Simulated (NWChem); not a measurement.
# H3PO (SMILES O=[PH3]): levels of theory compared

Aim: a comparison of 6 runs (HF/3-21G, HF/def2-SVP, PBE/3-21G, B2PLYP/cc-pVDZ, PBE/def2-SVP, MP2/cc-pVDZ) of H3PO. 

The calculation is run with NWChem 7.3.0.

### Step 1. The molecule

H3PO: 5 atoms, total charge 0, spin state singlet. SMILES: `O=[PH3]`. The shape is that of a GFN2-xTB optimisation.

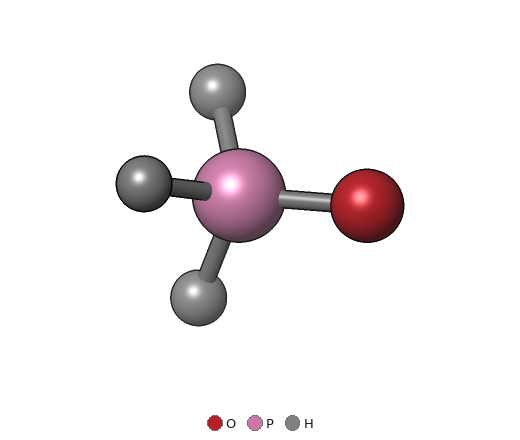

The structure, seen from a chosen angle (oxygen red, phosphorus pink, hydrogen grey).

### Step 2. Energy and gradient at HF/3-21G (run 1)

File run.py:

```python
from ase import Atoms
from ase.calculators.nwchem import NWChem

system = Atoms('OPHHH', positions=[
    [-1.381960, -0.328270, 0.532950],
    [-0.058510, -0.014650, 0.022530],
    [0.807060, 0.564860, 0.939400],
    [0.663660, -1.098320, -0.454890],
    [-0.030250, 0.876380, -1.039990],
])

calc = NWChem(
    label='struct',
    theory='scf',
    memory='2200 mb',
    basis='3-21G',
    basispar='spherical bse',
    scf={'nopen': '0', 'rhf': None, 'thresh': '1e-08', 'maxiter': '80'},
)
system.calc = calc

forces = system.get_forces()
print("Total energy (eV):", round(system.get_potential_energy(), 6))
print("forces (eV/A):")
for s, f in zip(system.symbols, forces):
    print(f"{s:2s} {f[0]:10.5f} {f[1]:10.5f} {f[2]:10.5f}")
print("dipole (e A):", system.get_dipole_moment().round(4))
```

Launch:

```bash
$ export ASE_NWCHEM_COMMAND="nwchem PREFIX.nwi > PREFIX.nwo"
$ python run.py
```

What it wrote:

```text
Total energy (eV): -11294.489389
forces (eV/A):
O    -7.56002   -1.79628    2.91594
P     5.98244    1.43735   -2.29517
H     0.59984    0.21741    0.05775
H     0.57387   -0.16265   -0.26467
H     0.40387    0.30416   -0.41390
dipole (e A): [ 0.8421  0.1986 -0.3248]
```

The calculator wrote struct.nwi:

```
title "struct"

permanent_dir struct

scratch_dir struct

start struct

geometry units angstrom nocenter noautosym noautoz
  O  -1.3819600000000001e+00 -3.2827000000000001e-01 5.3295000000000003e-01
  P  -5.8510000000000000e-02 -1.4650000000000000e-02 2.2530000000000001e-02
  H  8.0706000000000000e-01 5.6486000000000003e-01 9.3940000000000001e-01
  H  6.6366000000000003e-01 -1.0983200000000000e+00 -4.5489000000000002e-01
  H  -3.0249999999999999e-02 8.7638000000000005e-01 -1.0399900000000000e+00
end

memory 2200 mb

basis spherical bse noprint
   * library 3-21G
end

scf
  nopen 0
  rhf
  thresh 1e-08
  maxiter 80
end

task scf gradient
```

struct.nwo:

```text
Northwest Computational Chemistry Package (NWChem) 7.3.0
             --------------------------------------------------------

           Job information
           ---------------

    nwchem branch   = 7.3.0
    use scalapack   = T
    input           = struct.nwi
    prefix          = struct.
    data base       = struct/struct.db
    status          = startup
    nproc           =        1

           Memory information
           ------------------

[... 5 lines left out ...]
    hardfail = no
[... 126 lines left out ...]
         Quadratically convergent ROHF
[... 15 lines left out ...]
       Final RHF  results
[... 4 lines left out ...]
      Two-electron energy =    224.711702505295
[... 32 lines left out ...]
                       ROHF Final Molecular Orbital Analysis
[... 208 lines left out ...]
                 ----------------------------------------
                 |  Time  |  1-e(secs)   |  2-e(secs)   |
                 ----------------------------------------
                 |  CPU   |       0.00   |       0.10   |
                 ----------------------------------------
                 |  WALL  |       0.00   |       0.10   |
                 ----------------------------------------

 Task  times  cpu:        0.5s     wall:        0.5s
 Total times  cpu:        0.5s     wall:        0.5s
```

Run time: 1.5 s. Hardware: 1 thread of Intel Xeon Platinum 8488C (Sapphire Rapids), shared host; peak memory 0.099 GiB.

### Step 3. Energy and gradient at HF/def2-SVP (run 2)

File h3op.nw:

```
start h3op
title "H3OP hf"
memory stack 880 mb heap 220 mb global 1100 mb

geometry units angstroms noautosym nocenter noautoz
O       -1.381960      -0.328270       0.532950
P       -0.058510      -0.014650       0.022530
H        0.807060       0.564860       0.939400
H        0.663660      -1.098320      -0.454890
H       -0.030250       0.876380      -1.039990
end

basis spherical bse
* library def2-SVP
end

scf
thresh 1e-08
maxiter 80
print medium
end

task scf gradient
```

Launch:

```bash
$ nwchem h3op.nw > h3op.out
```

What it wrote:

```text
[...]
  functions       =    47
[...]
  wavefunction    = RHF
[...]
         Total SCF energy =   -417.155082866957
      One-electron energy =   -709.542236875794
      Two-electron energy =    225.484147737295
 Nuclear repulsion energy =     66.903006271542
        Time for solution =      1.7s
[...]
                         RHF ENERGY GRADIENTS
    atom               coordinates                        gradient
                 x          y          z           x          y          z
   1 O      -2.611526  -0.620340   1.007129    0.019587   0.004742  -0.007557
   2 P      -0.110568  -0.027684   0.042576    0.003944   0.000499  -0.001790
   3 H       1.525122   1.067431   1.775209   -0.009210  -0.003540  -0.001800
   4 H       1.254136  -2.075524  -0.859617   -0.008748   0.003490   0.004169
   5 H      -0.057164   1.656118  -1.965296   -0.005573  -0.005192   0.006977
[...]
```

Run time: 2.7 s. Hardware: 1 thread of Intel Xeon Platinum 8488C (Sapphire Rapids), shared host; peak memory 0.1 GiB.

### Step 4. Energy and forces at PBE/3-21G (run 3)

File input.nw:

```
echo
start input
memory stack 880 mb heap 220 mb global 1100 mb
geometry units angstrom noautosym nocenter noautoz
 O    -1.381960   -0.328270    0.532950
 P    -0.058510   -0.014650    0.022530
 H     0.807060    0.564860    0.939400
 H     0.663660   -1.098320   -0.454890
 H    -0.030250    0.876380   -1.039990
end
basis spherical bse
 * library 3-21G
end
dft
 xc xpbe96 cpbe96
 grid xfine
 convergence energy 1e-08
 maxiter 100
 mulliken
end
task dft gradient
```

Launch:

```bash
$ nwchem input.nw > input.out
```

What it wrote:

```text
[...]
          Wavefunction type:  closed shell.
          No. of atoms     :     5
          No. of electrons :    26
[...]
          Charge           :     0
          Spin multiplicity:     1
[...]
          AO basis - number of functions:    28
[...]
              XC Information
              --------------
          PerdewBurkeErnzerhof Exchange Functional  1.000
            Perdew 1991 LDA Correlation Functional  1.000 local
           PerdewBurkeErnz. Correlation Functional  1.000 non-local
[...]
 d= 0,ls=0.0,diis     1   -415.6923451707 -4.83D+02  2.28D-01  1.16D+00     0.5
[...]
 d= 0,ls=0.0,diis    10   -415.8572240777 -3.49D-09  4.12D-07  1.56D-10     4.0
         Total DFT energy =     -415.857224077682
      One electron energy =     -707.024868177887
           Coulomb energy =      256.979282692324
    Exchange-Corr. energy =      -32.714644863660
 Nuclear repulsion energy =       66.903006271542
[...]
  wavefunction    = closed shell
                         DFT ENERGY GRADIENTS
    atom               coordinates                        gradient
                 x          y          z           x          y          z
   1 O      -2.611526  -0.620340   1.007129    0.178999   0.042500  -0.069037
   2 P      -0.110568  -0.027684   0.042576   -0.120555  -0.028835   0.046244
   3 H       1.525122   1.067431   1.775209   -0.025315  -0.012545  -0.012689
   4 H       1.254136  -2.075524  -0.859617   -0.022884   0.017292   0.012364
   5 H      -0.057164   1.656118  -1.965296   -0.010245  -0.018413   0.023119
[...]
```

Wall time 5.4 s (1 thread of Intel Xeon Platinum 8488C (Sapphire Rapids), shared host); peak memory 0.12 GiB.

Runs 4 to 5 aren't shown in full; the table further down has their settings and results.

### Step 5. Energy and gradient at MP2/cc-pVDZ (run 6)

File m1.xyz:

```xyz
5

O     -1.381960    -0.328270     0.532950
P     -0.058510    -0.014650     0.022530
H      0.807060     0.564860     0.939400
H      0.663660    -1.098320    -0.454890
H     -0.030250     0.876380    -1.039990
```

File m1.nw:

```
start m1
memory stack 880 mb heap 220 mb global 1100 mb
geometry noautosym nocenter noautoz
load format xyz m1.xyz
end
basis spherical bse
* library cc-pVDZ
end
scf
thresh 1e-08
maxiter 80
end
mp2
freeze core 6
tight
end
task mp2 gradient
```

Launch:

```bash
$ nwchem m1.nw > m1.out
```

What it wrote:

```text
[...]
  functions       =    47
[...]
  wavefunction    = RHF
[...]
         Total SCF energy =   -417.319537194610
      One-electron energy =   -709.754979081993
      Two-electron energy =    225.532435615841
 Nuclear repulsion energy =     66.903006271542
        Time for solution =      8.6s
[...]
          Total MP2 energy          -417.634638913478
[...]
                         mp2 ENERGY GRADIENTS
    atom               coordinates                        gradient
                 x          y          z           x          y          z
   1 O      -2.611526  -0.620340   1.007129    0.074405   0.017724  -0.028697
   2 P      -0.110568  -0.027684   0.042576   -0.035315  -0.008735   0.013342
   3 H       1.525122   1.067431   1.775209   -0.016113  -0.007176  -0.005717
   4 H       1.254136  -2.075524  -0.859617   -0.014901   0.008645   0.007601
   5 H      -0.057164   1.656118  -1.965296   -0.008076  -0.010459   0.013471
[...]
```

Wall time 23 s (1 thread of Intel Xeon Platinum 8488C (Sapphire Rapids), shared host); peak memory 0.11 GiB.

### Step 6. All runs side by side

```
run           level  iteration cap  module  energy (Eh)  dipole moment (D)  HOMO energy (eV)  LUMO energy (eV)  wall time
  1        HF/3-21G             80     scf  -415.064833               4.44            -11.13              5.22      1.5 s
  2     HF/def2-SVP             80     scf  -417.155083               4.27            -11.89              4.35      2.7 s
  3       PBE/3-21G            100     dft  -415.857224               3.32             -5.91              0.69      5.4 s
  4  B2PLYP/cc-pVDZ            100     dft  -418.143133               3.74             -9.29              2.17       12 s
  5    PBE/def2-SVP            100     dft  -417.937471               3.32             -6.36              0.18      9.9 s
  6     MP2/cc-pVDZ             80     mp2  -417.634639               3.42            -11.79              4.20       23 s
```

### Step 7. What came out

```
                                                      quantity          value
                                           run 6: total energy  -417.63464 Eh
run 6: dipole moment (of the density that the program reports)         3.42 D
                    run 6: HOMO energy (Hartree–Fock orbitals)      -11.79 eV
                    run 6: LUMO energy (Hartree–Fock orbitals)        4.20 eV
                  run 6: HOMO–LUMO gap (Hartree–Fock orbitals)       15.99 eV
            run 6: correlation energy (6 core orbitals frozen)     -315.1 mEh
                               run 6: largest force on an atom     4.201 eV/Å
```

What this shows: The dipole moment (its size) runs from 3.32 D (PBE/def2-SVP) to 4.44 D (HF/3-21G). The two ends differ in method and basis. Over runs 1, 2, 3, 4, 5 the HOMO–LUMO gap runs from 6.55 eV (PBE/def2-SVP) to 16.35 eV (HF/3-21G). Totals of different functionals can't be ranked against each other. All runs together took 54 s, the longest 23 s.
